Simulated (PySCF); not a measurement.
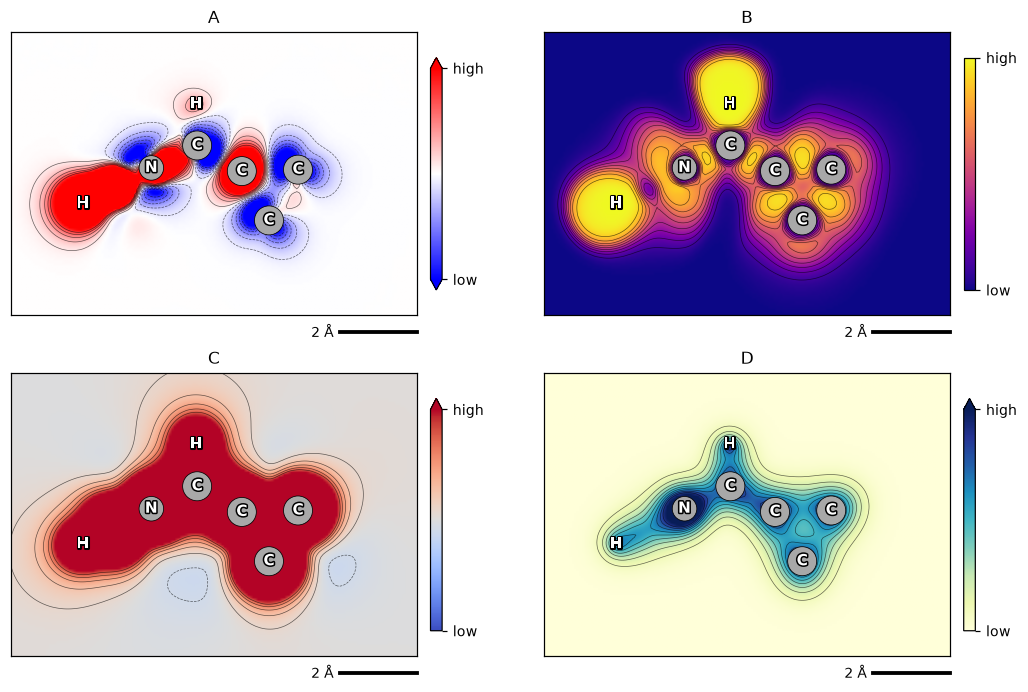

C₅H₆N (SMILES [H]/[C]=N/C=C1CC1) (doublet): 4 fields on the plane of atoms C3, C4 and C5, with unlabelled colour scales. Grey discs cover the atomic cores.

Geometry: GFN2-xTB.

Theory: PySCF, UKS B3LYP, pcH-1 on C H N, non-relativistic, mean-field spin-orbit, GIAO.

The calculation's input:

```
{"job": {"kind": "epr", "basis": "pcH-1"}, "charge": 0, "multiplicity": 2}
C      2.621884    -0.969716     0.975755
N      1.967312    -0.301671     0.196719
C      0.975300    -0.212766    -0.684944
C     -0.291571     0.064839    -0.356166
C     -1.291313     0.287353     0.686490
C     -1.653896     0.365568    -0.785793
H      3.418818    -0.540302     1.568108
H      1.284218    -0.253420    -1.724165
H     -1.258597     1.205879     1.258665
H     -1.646387    -0.558084     1.261952
H     -1.867469     1.337978    -1.211689
H     -2.257100    -0.426344    -1.210960
```

Command:

```sh
OMP_NUM_THREADS=1 python probes_run.py task.json out
```

Question: Match the panels to the quantities (electron density, electron localisation function, electrostatic potential and spin density).

Answer: Panel A: spin density (confined to the atoms that carry the unpaired spin). Panel B: electron localisation function. Panel C: electrostatic potential (strongly positive close to the atoms and fading to about zero outside). Panel D: electron density. From the grid: C–C (1.34 Å): ρ is about 2.2 e/Å³ halfway; the ELF peaks at about 0.90 between the atoms; a short, multiple covalent bond. C–H (1.08 Å): ρ at the midpoint is about 2.1 e/Å³; the ELF climbs to about 1 towards the hydrogen, as it does in any bond to H; an ordinary covalent bond to hydrogen.
